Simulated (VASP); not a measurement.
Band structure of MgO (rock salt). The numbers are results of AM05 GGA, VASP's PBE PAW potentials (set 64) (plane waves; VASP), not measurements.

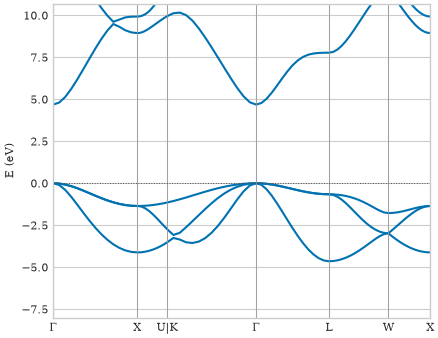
Bands along high-symmetry lines, zero at the valence-band maximum or, without a gap, the Fermi level

Q: Read the plot: is there a gap, and where are the band edges?

A: The gap is direct, 4.68 eV, from the valence maximum at Γ to the conduction minimum at Γ. (Edges off the drawn lines would not show.)

Measured: gap 8.36 eV (computed value off by -3.68 eV), as given by Wei Chen et al., Physical Review Materials (2018), doi:10.1103/physrevmaterials.2.073803 [zero-point renormalisation of 0.53 eV added back (the table's ZPR column)].

The compound is MgO in the rock salt structure. It was relaxed first.
